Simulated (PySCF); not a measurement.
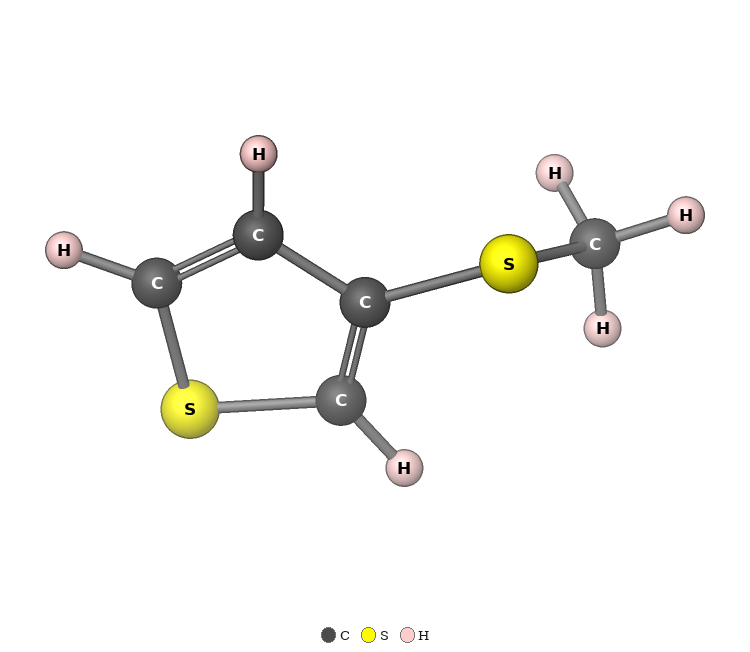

Orthographic view. Atoms fade into the background with distance from the viewer. The computed structure is the end point of a PBE0-D3(BJ)/def2-SVP optimisation. No frequency run is at hand to confirm it as a minimum.

Question: Give the standard InChI.

Answer: InChI=1S/C5H6S2/c1-6-5-2-3-7-4-5/h2-4H,1H3
